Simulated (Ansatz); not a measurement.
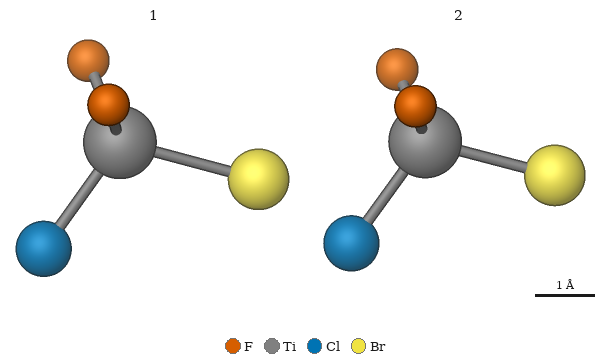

Two geometries of TiBrClF₂ (coarse preliminary run), drawn at one scale. One is the start of a relaxation, the other its converged end. A ball-and-stick model, seen face on.

Level of theory: Ansatz 0.2.0, RKS PBE-D4/def2-SVP. (force threshold 0.03 eV/Å; at most 200 steps)

**Which one is relaxed?**

Structure 2 is the relaxed one. The start comes from a force field. An F atom moves most after the best rigid fit: 0.20 Å. Largest moves by element: F 0.20 Å, Br 0.17 Å, Cl 0.11 Å, Ti 0.03 Å. Some distances before and after: F–Ti 1.934 → 1.737 Å, F–Ti 1.900 → 1.737 Å, Br–Ti 2.502 → 2.342 Å, Cl–Ti 2.268 → 2.182 Å. Over 4 geometry steps the energy falls by 98.3 kJ/mol. The largest force component goes from 3.8 to 0.03 eV/Å.
